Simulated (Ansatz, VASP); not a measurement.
## CePb in two plane-wave programs

Wanted: the spread between two codes on one cell, functional and k mesh. The cell is invented: As first built, before any earlier steps moved the atoms: it takes the DyZr structure with all of its atoms replaced by other elements, volume scaled by an estimate. It may not be a known or stable phase. The cell comes out of earlier VASP steps on this material, which relaxed, scaled or displaced it; both programs get it as it stands.

Main program and level: Ansatz 0.2.0; plane waves, with VASP 6.6.1 beside it; relaxation of cell and atoms at PBEsol with D3(BJ).

In doubt: a part-filled 4f shell, where there is one, can sit in one of many states, so energies may not be the lowest and differences between runs may mislead; derivatives with an open 4f shell can jump between states, which bears on forces and vibrations.

**1. Set-up**

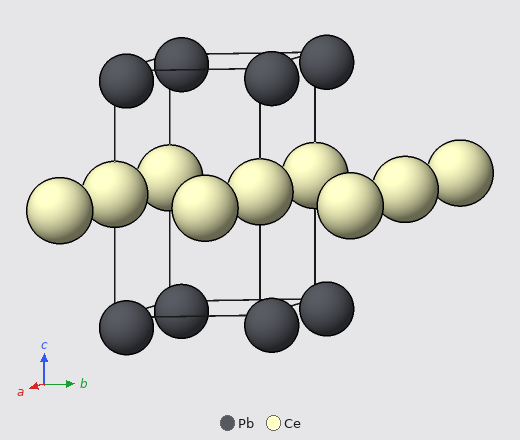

Start, viewed slightly off an axis; lead dark grey, cerium light yellow. 2×2×1 cells are drawn. Some periodic images of atoms are drawn too.

Coordinates:

```xyz
2
Lattice="3.2571 0.0000 0.0000 -1.6286 2.8208 0.0000 0.0000 0.0000 5.5187" Properties=species:S:1:pos:R:3 pbc="T T T"
Pb    1.6286    0.9403    0.0000
Ce    0.0000    0.0000    2.7594
```

**2. VASP: relaxation of cell and atoms, PBEsol with D3(BJ)**

The relaxed volume is the usual yardstick between codes: its relative difference is about their pressure difference at one cell divided by the bulk modulus.

Lines of VASP's logs that name or quote its potential files are left out, and so is its time.

INCAR reads:

```
SYSTEM = CePb
PREC = Accurate
ENCUT = 400
EDIFF = 1E-06
NELM = 100
ISMEAR = 1
SIGMA = 0.2
LREAL = .FALSE.
ALGO = Normal
GGA = PS
IVDW = 12
ISPIN = 2
MAGMOM = 0 1
LMAXMIX = 6
LORBIT = 11
LWAVE = .FALSE.
LCHARG = .FALSE.
IBRION = 2
NSW = 60
ISIF = 3
EDIFFG = -0.01
```

POSCAR reads:

```
CePb
1.0
    3.2571434568      0.0000000000      0.0000000000
   -1.6285717284      2.8207693796      0.0000000000
    0.0000000000      0.0000000000      5.5187127476
Pb Ce
1 1
Direct
    0.6666666700      0.3333333300      0.0000000000
    0.0000000000      0.0000000000      0.5000000000
```

KPOINTS reads:

```
Automatic mesh
0
Gamma
9 9 5
0 0 0
```

The projector-augmented-wave data sets are Pb_d and Ce (PBE family, release 64).

The run is started by

```bash
$ mpirun -np 1 vasp_std
```

Numbers of over 12 decimals in the logs are rounded to 6 here.

The log of the run:

```text
[banner, memory and clock lines left out]
running    1 mpi-ranks, on    1 nodes
 distrk:  each k-point on    1 cores,    1 groups
 distr:  one band on    1 cores,    1 groups

 POSCAR found type information on POSCAR PbCe
 POSCAR found :  2 types and       2 ions
|                                                                             |
|               ----> ADVICE to this user running VASP <----                  |
|                                                                             |
|     You enforced a specific xc type in the INCAR file but a different       |
|     [... a line on the potential file left out ...]
|     I HOPE YOU KNOW WHAT YOU ARE DOING!                                     |
|                                                                             |

 LDA part: xc-table for (Slater+PW92), standard interpolation
 POSCAR, INCAR and KPOINTS ok, starting setup
 FFT: planning ... GRIDC
 FFT: planning ... GRID_SOFT
 FFT: planning ... GRID
 WAVECAR not read
 entering main loop
       N       E                     dE             d eps       ncg     rms          rms(c)
DAV:   1     0.246537568408E+03    0.24654E+03   -0.10228E+04  2600   0.155E+03
DAV:   2     0.249144619792E+02   -0.22162E+03   -0.21482E+03  2764   0.340E+02
DAV:   3    -0.870250120651E+01   -0.33617E+02   -0.32879E+02  3014   0.144E+02
DAV:   4    -0.118170623957E+02   -0.31146E+01   -0.29146E+01  4290   0.394E+01
DAV:   5    -0.120200785162E+02   -0.20302E+00   -0.20217E+00  4090   0.783E+00    0.906E+00
DAV:   6    -0.110228962908E+02    0.99718E+00   -0.48785E+00  4492   0.166E+01    0.235E+00
DAV:   7    -0.110684069484E+02   -0.45511E-01   -0.12406E+00  4488   0.975E+00    0.284E+00
DAV:   8    -0.110152968163E+02    0.53110E-01   -0.44850E-01  4364   0.538E+00    0.818E-01
DAV:   9    -0.110137265476E+02    0.15703E-02   -0.26043E-02  4398   0.120E+00    0.563E-01
DAV:  10    -0.110129686334E+02    0.75791E-03   -0.74031E-03  4286   0.706E-01    0.171E-01
DAV:  11    -0.110130345354E+02   -0.65902E-04   -0.17526E-03  4718   0.452E-01    0.882E-02
DAV:  12    -0.110130755436E+02   -0.41008E-04   -0.23166E-04  4214   0.119E-01    0.541E-02
DAV:  13    -0.110130740439E+02    0.14997E-05   -0.79124E-05  4634   0.699E-02    0.179E-02
DAV:  14    -0.110130757542E+02   -0.17103E-05   -0.95634E-06  4120   0.234E-02    0.113E-02
DAV:  15    -0.110130767343E+02   -0.98016E-06   -0.21538E-06  2874   0.111E-02
   1 F= -.12221601E+02 E0= -.12223272E+02  d E =-.122216E+02  mag=     0.3441
 curvature:   0.00 expect dE= 0.000E+00 dE for cont linesearch  0.000E+00
 trial: gam= 0.00000 g(F)=  0.173E-43 g(S)=  0.107E-04 ort = 0.000E+00 (trialstep = 0.100E+01)
 search vector abs. value=  0.107E-04
 reached required accuracy - stopping structural energy minimisation
```

From OUTCAR (step 2):

```text
ion  position               nearest neighbor table
   1  0.667  0.333  0.000-   2 3.34   2 3.34   2 3.34   2 3.34   2 3.34   2 3.34
   2  0.000  0.000  0.500-   1 3.34   1 3.34   1 3.34   1 3.34   1 3.34   1 3.34

  LATTYP: Found a hexagonal cell.
 ALAT       =     3.2571434568
 C/A-ratio  =     1.6943413211

 Subroutine GETGRP returns: Found 12 space group operations
 (whereof 12 operations were pure point group operations)

The static configuration has the point symmetry D_3h.

 Found     36 irreducible k-points:

   k-points           NKPTS =     36   k-points in BZ     NKDIM =     36   number of bands    NBANDS=     18

   dimension x,y,z NGX =    24 NGY =   24 NGZ =   36
   dimension x,y,z NGXF=    48 NGYF=   48 NGZF=   72

   ENCUT  =  400.0 eV  29.40 Ry    5.42 a.u.   5.31  5.31  9.00*2*pi/ulx,y,z

   NELECT =      26.0000    total number of electrons

 k-points in reciprocal lattice and weights: Automatic mesh
   0.00000000  0.00000000  0.00000000       0.002
   0.11111111  0.00000000  0.00000000       0.015
   0.22222222  0.00000000  0.00000000       0.015
   0.33333333  0.00000000  0.00000000       0.015
   0.44444444  0.00000000  0.00000000       0.015
   0.11111111  0.11111111  0.00000000       0.015
   0.22222222  0.11111111  0.00000000       0.030
   0.33333333  0.11111111  0.00000000       0.030
   0.44444444  0.11111111  0.00000000       0.015
[...]
0.33333333  0.22222222  0.40000000       0.059
   0.33333333  0.33333333  0.40000000       0.010

 average (electrostatic) potential at core
       1 -87.5134       2 -74.2418

 E-fermi :   9.4662

 spin component 1
 k-point     1 :       0.0000    0.0000    0.0000
  band No.  band energies     occupation
    ...
      9      -6.5289      1.00000
     10      -1.9303      1.00000
     11       7.9583      1.00000
     12       8.0047      1.00000
     13       9.3616      0.88253
     14       9.6572     -0.01979
     15       9.8949     -0.00489
     16       9.8949     -0.00489
     17      10.1178     -0.00002
     18      10.1178     -0.00002

 k-point     2 :       0.1111    0.0000    0.0000
  band No.  band energies     occupation
    ...
      9      -6.6077      1.00000
     10      -1.6678      1.00000
     11       7.9298      1.00000
     12       8.4594      1.00000
     13       9.2363      1.03449
     14       9.6931     -0.03404
     15       9.8686     -0.00769
     16       9.9263     -0.00269
     17      10.0912     -0.00005
     18      10.1155     -0.00002

 k-point     3 :       0.2222    0.0000    0.0000
  band No.  band energies     occupation
    ...
      8      -7.0907      1.00000
      9      -6.7991      1.00000
     10      -0.9028      1.00000
     11       7.6584      1.00000
     12       8.5217      1.00000
     13       9.5987      0.05384
     14       9.7242     -0.03486
     15       9.8744     -0.00698
     16       9.9951     -0.00059
     17      10.0126     -0.00039
    ...

 k-point     4 :       0.3333    0.0000    0.0000
  band No.  band energies     occupation
    ...
      9      -6.9925      1.00000
     10       0.3347      1.00000
     11       7.2450      1.00000
     12       7.5885      1.00000
     13       8.7605      1.00000
     14       9.6213      0.01641
     15       9.8558     -0.00942
     16       9.8911     -0.00524
     17       9.9986     -0.00054
     18      10.1262     -0.00002

 k-point     5 :       0.4444    0.0000    0.0000
  band No.  band energies     occupation
    ...
      9      -6.9951      1.00000
     10       1.8133      1.00000
     11       5.6368      1.00000
     12       6.9342      1.00000
     13       8.0038      1.00000
     14       9.5369      0.22060
     15       9.8354     -0.01272
     16       9.8515     -0.01007
     17      10.0698     -0.00008
     18      10.1039     -0.00003

 k-point     6 :       0.1111    0.1111    0.0000
  band No.  band energies     occupation
    ...
      9      -6.7755      1.00000
     10      -1.1547      1.00000
     11       7.7622      1.00000
     12       9.0141      1.00316
     13       9.1513      1.02424
     14       9.7421     -0.03249
     15       9.8349     -0.01282
     16       9.9906     -0.00066
     17      10.0162     -0.00035
     18      10.0558     -0.00012

 Edisp (eV)   -1.20852

  Total      -0.01205    -0.01205     0.01232     0.00000     0.00000     0.00000
  in kB      -0.38067    -0.38067     0.38931     0.00000     0.00000     0.00000
  external pressure =       -0.12 kB  Pullay stress =        0.00 kB

  energy-cutoff  :      400.00
  volume of cell :       50.70
      direct lattice vectors                 reciprocal lattice vectors
     3.257143457  0.000000000  0.000000000     0.307017487  0.177256604  0.000000000
    -1.628571728  2.820769380  0.000000000     0.000000000  0.354513207  0.000000000
     0.000000000  0.000000000  5.518712748     0.000000000  0.000000000  0.181201676

 POSITION                                       TOTAL-FORCE (eV/Angst)
 -----------------------------------------------------------------------------------
      1.62857      0.94026      0.00000         0.000000     -0.000000      0.000000
      0.00000      0.00000      2.75936         0.000000      0.000000      0.000000
 -----------------------------------------------------------------------------------
    total drift:                               -0.000011      0.000008      0.000000

  FREE ENERGIE OF THE ION-ELECTRON SYSTEM (eV)
  ---------------------------------------------------
  free  energy   TOTEN  =       -12.2216010144 eV

  energy  without entropy=      -12.2266140282  energy(sigma->0) =      -12.22327202

 reached required accuracy - stopping structural energy minimisation

 total charge
# of ion       s       p       d       f       tot
--------------------------------------------------
    1        1.310   1.014   9.810   0.000  12.134
    2        2.030   5.597   1.198   1.013   9.838
--------------------------------------------------
tot          3.340   6.611  11.008   1.013  21.972

 magnetization (x)
# of ion       s       p       d       f       tot
--------------------------------------------------
    1       -0.001  -0.003   0.001   0.000  -0.002
    2        0.002   0.000   0.033   0.262   0.297
--------------------------------------------------
tot          0.001  -0.003   0.034   0.262   0.295

[... 6 further parts left out ...]
```

(Part 1 of 2 ends here.)

[Lines on the potential files, build, host, timing and source positions are cut from VASP's logs without a mark.]

[Logs are printed without paths, hosts, clocks, repeated set-up lines and the standing remarks that a program may print on its own settings, such as how far it seeks lower states.]

[Hosts, paths, dates, database ids (printed as entryN), source tags and the programs' standing remarks are cut or masked in the printed files.]
